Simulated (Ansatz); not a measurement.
# La on Al(110): change of the work function

Aim: the work function of Al(110) at several coverages of La (hollow site), and the dipole that each adsorbate carries.

Method: plane-wave DFT, PBE, Ansatz PAW, in the first sound run; inputs show where later runs differ, in Ansatz 0.2.0.

## 1. The structure

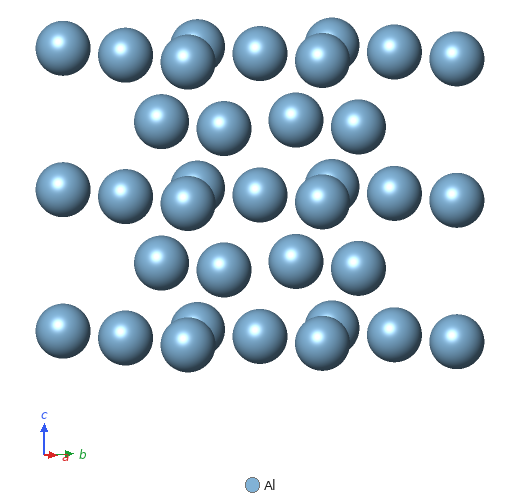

Start, viewed from the side, with the c axis up; aluminium light blue. 2×2×1 cells are drawn. Some periodic images of atoms are drawn too.

The cell holds 5 atoms: 5 Al. Its edges and angles: a = 4.050 Å, b = 2.864 Å, c = 23.728 Å, α = 90.0°, β = 90.0°, γ = 90.0°. Vacuum lies along c.

## 2. The clean slab

The bare slab comes first, as the zero from which every change is counted. The two lowest layers are held at bulk places and the upper ones relax. The dipole correction removes the false field that a one-sided slab makes across the periodic vacuum, so each face gets a flat vacuum level of its own.

input.yaml reads:

```yaml
crystal:
  lattice:
    - [4.05, 0.0, 0.0]
    - [0.0, 2.8637824638, 0.0]
    - [0.0, 0.0, 23.7275649276]
  atoms:
    - { symbol: Al, position: [0.0, 0.0, 0.3793056737] }
    - { symbol: Al, position: [0.5, 0.5, 0.4396528368] }
    - { symbol: Al, position: [0.0, 0.0, 0.5] }
    - { symbol: Al, position: [0.5, 0.5, 0.5603471632] }
    - { symbol: Al, position: [0.0, 0.0, 0.6206943263] }
kpoints:
  mp_grid: { grid: [8, 10, 1] }
hamiltonian:
  xc: pbe
scf:
  occupations: { method: fermi_dirac, width: 0.1 }
  convergence: { dr2_threshold: 1.0e-08 }
efield:
  axis: 3
  dipole_correction: true
  ramp_position: 0.97
  ramp_width: 0.06
relax:
  f_tol: 0.02
  max_steps: 60
  constraints: [{ sites: [0, 1] }]
output:
  write_potential: true
  write_density: true
  volumetric_format: npy
```

The run is started by

```
ansatz run input.yaml --threads 4 --pin off --max-ram 6144MiB --backend cpu --events-out ev --progress --plain --runs-dir out
```

Numbers of over 12 decimals in the logs are rounded to 6 here.

The log of the run:

```text
Engine: ansatz 0.2.0, aarch64-unknown-linux-gnu
Pseudopotentials: kind: paw
Pseudopotential: Al, paw, valence charge 3, recommended cutoff 420 eV (normal), Al.paw.azcp
Functional definition: PBE
  parameter kappa = 0.804
  parameter beta = 0.066725
  exchange = pbe_x(kappa = kappa, mu = beta*pi^2/3)
  correlation = pbe_c(beta = beta)
Crystal: 5 atoms, lattice volume = 275.200 Å³
Basis set: ecut = 420 eV, 5383 PW (Γ), exchange–correlation on 60×40×320 points (8 copies of the dense FFT grid, shifted against one another)
Bands: 13, of which v1, the nominal top of the filled ones, is band 8 counted from 1 (7 counted from 0)
Symmetry: 4 space group operations
k-points: 30 of 80
Non-local potential: Al, projectors of the file, l = 0: 2, l = 1: 2, l = 2: 1
PAW form: soft (Blöchl's): semilocal exchange-correlation on the pseudo side does not see the compensation charge
PAW one-centre angular grid: Al, 110 points (default); XC on 64 Gauss nodes
Initial density: superposition of atomic densities (neutral atoms: chi_scale 0, normalization atom), corrected by the library's trained network
Initial wavefunctions: pseudopotential atomic-orbital guess
Functional: x = pbe(κ = 0.804, μ = 0.219515), c = pbe(β = 0.066725)
SCF iter   1: F=—  HF=-2686.120360 eV  |F-HF|=—  |Δ(HF+E_count)|=         —  Δρ=1.03e-3  dr2=5.06e-3  ethr=1.77e-3  p=0.000 e·Å  D=8.51e-15 V/Å  ΔV_dip=-0.00 eV  dr2_dipole=9.03e-11  V_vac-E_F(+/−)=3.92/3.92 eV  ⟨swp⟩=8.9  Hψ=3210  notcnv=0
efield: sawtooth ramp at fractional position 0.9700 (set: `efield.ramp_position`, or a place that a band, a saddle search or an elastic batch's reference lends), width 0.0600; the density the first Hamiltonian is built on has a dipole p = 0.000 e·Å; the dipole correction subtracts the counter field D = 8.51e-15 V/Å, which shifts the + side's vacuum level by -0.00 eV against the − side's; the planar-averaged density in the ramp window peaks in size at 5.3e-6 e/Å³
preconditioner: auto → LDOS  [metal: Δε(μ)=0.036 eV  Ē_g=6.210 eV  σ=0.100 eV  W_gap=0.09  n_scr=22 (ndim 8)  ℏωp=8.7 eV  f_vac=0.557  D(μ)=2.53/eV (n_scr^D=8)  β→1.0]
SCF iter   2: F=—  HF=-2686.120757 eV  |F-HF|=—  |Δ(HF+E_count)|=   3.98e-4  Δρ=2.65e-4  dr2=3.50e-4  ethr=3.37e-5  p=0.000 e·Å  D=1.17e-5 V/Å  ΔV_dip=-0.00 eV  dr2_dipole=5.25e-12  V_vac-E_F(+/−)=3.98/3.98 eV  ⟨swp⟩=2.4  Hψ=909  notcnv=0
SCF iter   3: F=—  HF=-2686.120885 eV  |F-HF|=—  |Δ(HF+E_count)|=   1.27e-4  Δρ=7.90e-5  dr2=3.11e-5  ethr=2.34e-6  p=0.000 e·Å  D=4.50e-6 V/Å  ΔV_dip=-0.00 eV  dr2_dipole=3.13e-11  V_vac-E_F(+/−)=3.99/3.99 eV  ⟨swp⟩=2.5  Hψ=681  notcnv=0
SCF iter   4: F=—  HF=-2686.120982 eV  |F-HF|=—  |Δ(HF+E_count)|=   9.73e-5  Δρ=2.01e-5  dr2=1.89e-6  ethr=2.07e-7  p=0.000 e·Å  D=7.17e-7 V/Å  ΔV_dip=-0.00 eV  dr2_dipole=1.03e-11  V_vac-E_F(+/−)=3.98/3.98 eV  ⟨swp⟩=2.6  Hψ=662  notcnv=0
SCF iter   5: F=—  HF=-2686.120991 eV  |F-HF|=—  |Δ(HF+E_count)|=   9.33e-6  Δρ=5.24e-6  dr2=1.43e-7  ethr=1.26e-8  p=0.000 e·Å  D=1.89e-7 V/Å  ΔV_dip=-0.00 eV  dr2_dipole=4.85e-13  V_vac-E_F(+/−)=3.99/3.99 eV  ⟨swp⟩=2.6  Hψ=642  notcnv=0
SCF iter   6: F=-2686.120991 eV  HF=-2686.120991 eV  |F-HF|=1.02e-8  |Δ(HF+E_count)|=   2.37e-7  Δρ=9.00e-7  dr2=5.63e-9  ethr=6.67e-11  p=-0.000 e·Å  D=-3.85e-8 V/Å  ΔV_dip=0.00 eV  dr2_dipole=1.56e-13  V_vac-E_F(+/−)=3.99/3.99 eV  ⟨swp⟩=7.9  Hψ=2832  notcnv=0
SCF 1 converged in 6 iterations: F = -2686.120991 eV  dr2 = 5.63e-9
  greatest PAW one-centre occupation: 0.484 electrons in one spin orbital (limit 2), on the Al atom at site 0 (counted from 0), in its partial waves of l = 0
relax step   1: F+E_penalty+E_count = -2686.12099146 eV  Δ(F+E_penalty+E_count) = +0.000e0 eV  max|allowed force component| = 2.224e-1 eV/Å  Δτ_max = 0.0000 Å  (6 SCF iters, accepted)
Initial density: handed on by an earlier stage of this run
Initial wavefunctions: those handed on with the density
iter 1 solved again at ethr=5.03e-5 eV; its pass at ethr=3.10e-3 eV (dr2=7.55e-3 eV) is discarded
SCF iter   1: F=—  HF=-2686.134088 eV  |F-HF|=—  |Δ(HF+E_count)|=         —  Δρ=1.00e-3  dr2=9.92e-3  ethr=5.03e-5  p=-0.000 e·Å  D=-4.09e-8 V/Å  ΔV_dip=0.00 eV  dr2_dipole=5.54e-5  V_vac-E_F(+/−)=4.01/4.01 eV  ⟨swp⟩=2.4  Hψ=2332  notcnv=0
efield: sawtooth ramp at fractional position 0.9700 (set: `efield.ramp_position`, or a place that a band, a saddle search or an elastic batch's reference lends), width 0.0600; the density the first Hamiltonian is built on has a dipole p = -0.000 e·Å; the dipole correction subtracts the counter field D = -4.09e-8 V/Å, which shifts the + side's vacuum level by +0.00 eV against the − side's; the planar-averaged density in the ramp window peaks in size at 6.0e-8 e/Å³
eigensolver tolerance schedule calibrated: the retry pair's looser diagonalisation under-reported the residual by θ = 0.24 (0.13/decade); ethr = c·dr2/N_el runs at the constant in force after the calibration composes with the one it found (an armed cap, an earlier calibration), c = 5.6e-2
preconditioner: auto → LDOS  [metal: Δε(μ)=0.046 eV  Ē_g=6.256 eV  σ=0.100 eV  W_gap=0.11  n_scr=22 (ndim 8)  ℏωp=8.7 eV  f_vac=0.561  D(μ)=2.44/eV (n_scr^D=8)  β→1.0]
SCF iter   2: F=—  HF=-2686.132290 eV  |F-HF|=—  |Δ(HF+E_count)|=   1.80e-3  Δρ=4.77e-4  dr2=1.52e-3  ethr=3.70e-5  p=0.001 e·Å  D=8.03e-4 V/Å  ΔV_dip=-0.02 eV  dr2_dipole=6.26e-6  V_vac-E_F(+/−)=3.97/3.99 eV  ⟨swp⟩=2.3  Hψ=659  notcnv=0
SCF iter   3: F=—  HF=-2686.132244 eV  |F-HF|=—  |Δ(HF+E_count)|=   4.56e-5  Δρ=9.00e-5  dr2=6.88e-5  ethr=5.68e-6  p=-0.000 e·Å  D=-2.07e-4 V/Å  ΔV_dip=0.00 eV  dr2_dipole=1.23e-6  V_vac-E_F(+/−)=4.00/3.99 eV  ⟨swp⟩=2.1  Hψ=647  notcnv=0
SCF iter   4: F=—  HF=-2686.132351 eV  |F-HF|=—  |Δ(HF+E_count)|=   1.06e-4  Δρ=1.97e-5  dr2=2.40e-6  ethr=2.57e-7  p=-0.000 e·Å  D=-1.62e-4 V/Å  ΔV_dip=0.00 eV  dr2_dipole=2.43e-7  V_vac-E_F(+/−)=4.00/3.99 eV  ⟨swp⟩=2.2  Hψ=659  notcnv=0
SCF iter   5: F=—  HF=-2686.132359 eV  |F-HF|=—  |Δ(HF+E_count)|=   8.47e-6  Δρ=4.75e-6  dr2=1.39e-7  ethr=8.95e-9  p=-0.000 e·Å  D=-2.08e-4 V/Å  ΔV_dip=0.00 eV  dr2_dipole=7.13e-9  V_vac-E_F(+/−)=4.00/3.99 eV  ⟨swp⟩=2.7  Hψ=686  notcnv=0
SCF iter   6: F=—  HF=-2686.132359 eV  |F-HF|=—  |Δ(HF+E_count)|=   8.33e-8  Δρ=1.46e-6  dr2=1.43e-8  ethr=3.73e-11  p=-0.000 e·Å  D=-2.13e-4 V/Å  ΔV_dip=0.01 eV  dr2_dipole=2.72e-10  V_vac-E_F(+/−)=4.00/3.99 eV  ⟨swp⟩=10.1  Hψ=2723  notcnv=0
SCF iter   7: F=-2686.132359 eV  HF=-2686.132359 eV  |F-HF|=2.96e-9  |Δ(HF+E_count)|=   3.93e-8  Δρ=2.75e-7  dr2=2.85e-10  ethr=3.73e-11  p=-0.000 e·Å  D=-2.15e-4 V/Å  ΔV_dip=0.01 eV  dr2_dipole=1.17e-11  V_vac-E_F(+/−)=4.00/3.99 eV  ⟨swp⟩=9.1  Hψ=2400  notcnv=0
SCF 2 converged in 7 iterations: F = -2686.132359 eV  dr2 = 2.85e-10
relax step   2: F+E_penalty+E_count = -2686.13235942 eV  Δ(F+E_penalty+E_count) = -1.137e-2 eV  max|allowed force component| = 5.198e-2 eV/Å  Δτ_max = 0.0966 Å  (7 SCF iters, accepted)
SCF iter   1: F=—  HF=-2686.132749 eV  |F-HF|=—  |Δ(HF+E_count)|=         —  Δρ=2.18e-4  dr2=6.63e-4  ethr=1.63e-5  p=-0.000 e·Å  D=-2.15e-4 V/Å  ΔV_dip=0.01 eV  dr2_dipole=6.07e-6  V_vac-E_F(+/−)=4.00/3.99 eV  ⟨swp⟩=2.0  Hψ=1260  notcnv=0
efield: sawtooth ramp at fractional position 0.9700 (set: `efield.ramp_position`, or a place that a band, a saddle search or an elastic batch's reference lends), width 0.0600; the density the first Hamiltonian is built on has a dipole p = -0.000 e·Å; the dipole correction subtracts the counter field D = -2.15e-4 V/Å, which shifts the + side's vacuum level by +0.01 eV against the − side's; the planar-averaged density in the ramp window peaks in size at 4.4e-8 e/Å³
preconditioner: auto → LDOS  [metal: Δε(μ)=0.042 eV  Ē_g=6.244 eV  σ=0.100 eV  W_gap=0.11  n_scr=22 (ndim 8)  ℏωp=8.7 eV  f_vac=0.559  D(μ)=2.43/eV (n_scr^D=8)  β→1.0]
SCF iter   2: F=—  HF=-2686.132604 eV  |F-HF|=—  |Δ(HF+E_count)|=   1.45e-4  Δρ=1.00e-4  dr2=6.41e-5  ethr=4.42e-6  p=-0.000 e·Å  D=-2.57e-4 V/Å  ΔV_dip=0.01 eV  dr2_dipole=5.03e-7  V_vac-E_F(+/−)=4.00/3.99 eV  ⟨swp⟩=2.6  Hψ=824  notcnv=0
SCF iter   3: F=—  HF=-2686.132729 eV  |F-HF|=—  |Δ(HF+E_count)|=   1.26e-4  Δρ=2.11e-5  dr2=5.35e-6  ethr=4.27e-7  p=-0.000 e·Å  D=-1.19e-4 V/Å  ΔV_dip=0.00 eV  dr2_dipole=4.51e-7  V_vac-E_F(+/−)=4.00/3.99 eV  ⟨swp⟩=2.4  Hψ=618  notcnv=0
SCF iter   4: F=—  HF=-2686.132737 eV  |F-HF|=—  |Δ(HF+E_count)|=   8.19e-6  Δρ=4.92e-6  dr2=2.79e-7  ethr=3.57e-8  p=-0.000 e·Å  D=-1.40e-4 V/Å  ΔV_dip=0.00 eV  dr2_dipole=3.34e-9  V_vac-E_F(+/−)=4.00/3.99 eV  ⟨swp⟩=2.3  Hψ=637  notcnv=0
SCF iter   5: F=-2686.132738 eV  HF=-2686.132738 eV  |F-HF|=1.76e-8  |Δ(HF+E_count)|=   7.77e-8  Δρ=1.23e-6  dr2=6.58e-9  ethr=6.67e-11  p=-0.000 e·Å  D=-1.19e-4 V/Å  ΔV_dip=0.00 eV  dr2_dipole=7.75e-12  V_vac-E_F(+/−)=3.99/3.99 eV  ⟨swp⟩=8.2  Hψ=2887  notcnv=0
SCF 3 converged in 5 iterations: F = -2686.132738 eV  dr2 = 6.58e-9
relax step   3: F+E_penalty+E_count = -2686.13273755 eV  Δ(F+E_penalty+E_count) = -3.781e-4 eV  max|allowed force component| = 1.131e-2 eV/Å  Δτ_max = 0.0135 Å  (5 SCF iters, accepted)
NSCF: frozen V_eff on 30 k-points
the band table was solved once a step of the walk had ended and its energy, with any forces and stress, was formed, with the checks that follow a solve (3656 applications of the Hamiltonian). They found nothing against the state; the energy, forces and stress were not computed again (output.eigenvalues in the input reference)
WARN: The output density's exchange-correlation potential varies sharply where the density is thin. Do not read a vacuum level from v_tot or v_xc, or from such a field of the output density. On a cell that repeats whose density bears no net charge and no dipole along the vacuum's axis use v_es (v_loc + v_h of the components); under efield.dipole_correction with no amplitude use v_es + v_field, which holds any externa [...]
SCF converged after 5 iterations
Free energy (F): -2686.132738 eV
Harris-Foulkes:  -2686.132738 eV  (|F-HF|=1.76e-8)
Internal energy: -2686.055265 eV  (E = F + TS)
E sigma→0 (E₀):  -2686.094001 eV
Entropy (-TS):   -0.077473 eV (-15.495 meV/atom)
Fermi energy:    -0.324241 eV
Dipole field:    D = -0.000116 V/Å  (p = -0.000176 e·Å, saw-weighted, corrected)
Work function:   Φ+ = 3.9949 eV   Φ− = 3.9922 eV
Levels:          The Fermi level and band energies are counted from a zero that moves with the ramp; work functions are not
--- Per-component energies (eV) ---
  E_band       = -67.037371
  E_kinetic    = 106.992727
  E_local      = -3316.049869  (includes V_loc(G=0)·N_el)
  E_nonlocal   = 52.541009
  E_hartree    = 1623.450359
  E_xc         = -194.584552
  E_vxc        = -139.262450  (∫ρ·V_xc dr)
  E_paw        = -2336.476095  (= ΣΔE_a)
  E_vpaw       = -18.159634  (= ΣTr[D̂ρ^β])
  E_aug_tail   = -0.000011  (compensation charges beyond the density's cutoff)
  E_efield     = 0.000000  (sawtooth field / dipole correction)
  E_vefield    = -0.000037  (∫n·V_field dr)
  E_ewald      = 1378.071166
  E_smearing   = -0.077473  (= −TS)
  E_closure    = -0.000000  (closes the sum)
  Σ components = -2686.132738   (vs F -2686.132738, Δ=0.00e0)
--- Forces (eV/Å), atoms counted from 1 ---
  atom   1  Al     0.00000000     0.00000000     0.17191758
  atom   2  Al     0.00000000     0.00000000    -0.17258226
  atom   3  Al     0.00000000     0.00000000     0.01131119
  atom   4  Al     0.00000000     0.00000000    -0.00776656
  atom   5  Al     0.00000000     0.00000000    -0.00286376
  max |Σ_I F_I| component: 1.62e-5 eV/Å
--- Band table (eV; the first three rows and the last of 30) ---
  k-point 0: bands = [... 4 lower, -2.8147, -1.4319, -1.2153, -1.0817, 0.3482, 1.3723, 1.7080, 3.0230, ... 1 higher]
  k-point 1: bands = [... 4 lower, -2.6498, -1.2646, -1.0505, -0.9199, 0.5134, 1.5375, 1.8516, 2.8769, ... 1 higher]
  k-point 2: bands = [... 4 lower, -2.1548, -0.8722, -0.5560, -0.4821, 0.4493, 0.9403, 1.7353, 2.0325, ... 1 higher]
  k-point 29: bands = [... 4 lower, -3.0322, -3.0114, -2.8411, -1.7330, -1.0960, -0.0187, 0.3412, 0.5050, ... 1 higher]
--- Relaxed structure (3 steps of the walk, 3 accepted, 0 SCFs on fresh bases) ---
  F+E_penalty+E_count = -2686.13273755 eV   max|allowed force component| = 1.131e-2 eV/Å
  atoms:
    - { symbol: Al, position: [0.0, 0.0, 0.3793056737] }
    - { symbol: Al, position: [0.5, 0.5, 0.4396528368] }
    - { symbol: Al, position: [0.0, 0.0, 0.498766] }
    - { symbol: Al, position: [0.5, 0.5, 0.560974] }
    - { symbol: Al, position: [0.0, 0.0, 0.616776] }
```

The job ended after 7.8 s (4 threads of Arm Neoverse V1, shared host; peak memory 0.49 GiB).

Step by step:

| step | energy less that of the first step (eV) | largest force component (eV/Å) |
| --- | --- | --- |
| 1 | 0.0000 | 0.2224 |
| 2 | -0.0114 | 0.0520 |
| 3 | -0.0117 | 0.0113 |

The run keeps the 4 symmetry operations that it works with, so distortions that break them were not tested.

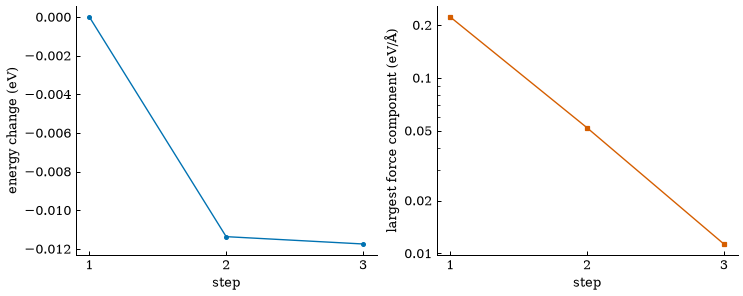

Energy and largest force along the relaxation.

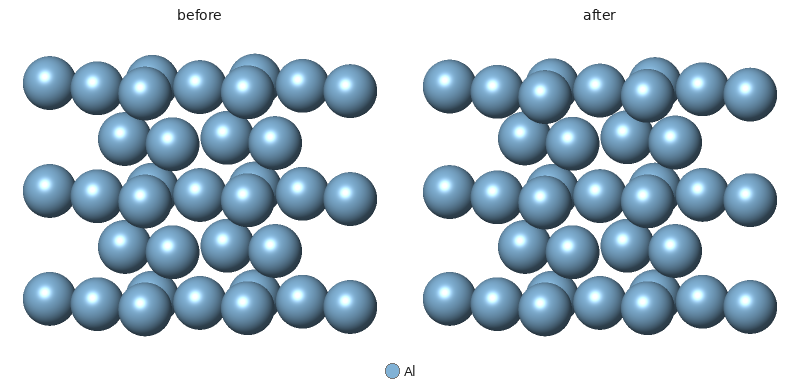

Before and after, at one scale.

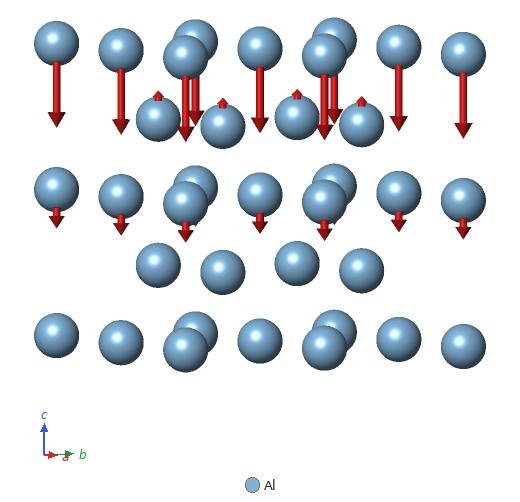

Displacements in the relaxation, exaggerated; the longest in the cell stands for 0.09 Å. 2×2×1 cells are drawn. Some periodic images of atoms are drawn too.

The atoms that moved most (Å):

| atom | dx | dy | dz | length |
| --- | --- | --- | --- | --- |
| Al5 | 0.000 | 0.000 | -0.093 | 0.093 |
| Al3 | 0.000 | 0.000 | -0.029 | 0.029 |
| Al4 | 0.000 | 0.000 | 0.015 | 0.015 |

Final coordinates:

```cif
data_structure
_symmetry_space_group_name_H-M 'P 1'
_symmetry_Int_Tables_number 1
_cell_length_a 4.0500
_cell_length_b 2.8638
_cell_length_c 23.7276
_cell_angle_alpha 90.000
_cell_angle_beta 90.000
_cell_angle_gamma 90.000
_cell_volume 275.20
loop_
_atom_site_label
_atom_site_type_symbol
_atom_site_fract_x
_atom_site_fract_y
_atom_site_fract_z
_atom_site_occupancy
Al1 Al 0.00000 0.00000 0.37931 1
Al2 Al 0.50000 0.50000 0.43965 1
Al3 Al 0.00000 0.00000 0.49877 1
Al4 Al 0.50000 0.50000 0.56097 1
Al5 Al 0.00000 0.00000 0.61678 1
```

This step gave:

```yaml
energy_at_zero_smearing: -2686.0940 eV
work_function_upper_face: 3.995 eV
dipole_along_the_normal: -1.76e-4 e·Å
```

Running mean over 1.432 Å of the planar mean; the ramp of the sawtooth is left out. Table of electron's electrostatic potential energy less the Fermi level by z:

| z (Å) | electron's electrostatic potential energy less the Fermi level (eV) |
| --- | --- |
| 3 | 3.99 |
| 4 | 3.99 |
| 5 | 3.99 |
| 6 | 3.95 |
| 7 | 3.59 |
| 8 | 0.664 |
| 9 | -3.65 |
| 10 | -4.67 |
| 11 | -4.82 |
| 12 | -4.64 |
| 13 | -4.67 |
| 14 | -4.99 |
| 15 | -2.40 |
| 16 | 2.24 |
| 17 | 3.82 |
| 18 | 3.98 |
| 19 | 3.99 |
| 20 | 3.99 |

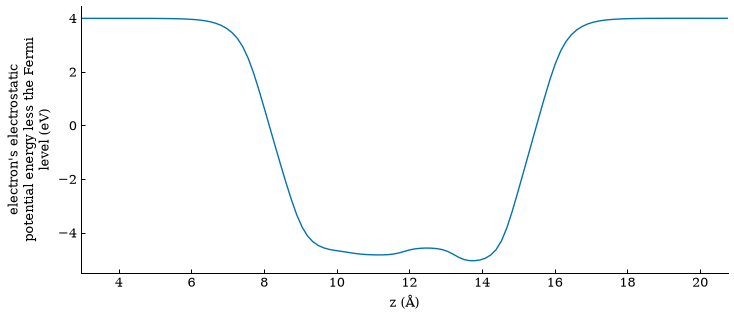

Electron's electrostatic potential energy less the Fermi level, plotted against z.

The relaxation took 3 steps and lowered the energy by 0.012 eV; the largest force on the free atoms ends at 0.011 eV/Å.

The work function of the upper face is 3.99 eV.

[end of part 1 of 5]

[Logs are printed without paths, hosts, clocks, repeated set-up lines and the standing remarks that a program may print on its own settings, such as how far it seeks lower states.]

[Hosts, paths, dates, database ids (printed as entryN), source tags and the programs' standing remarks are cut or masked in the printed files.]

[Maps of the electrostatic potential energy from Ansatz leave out the sawtooth potential of an applied field or a dipole correction, so their vacuum need not be flat; planar profiles and work functions include it.]
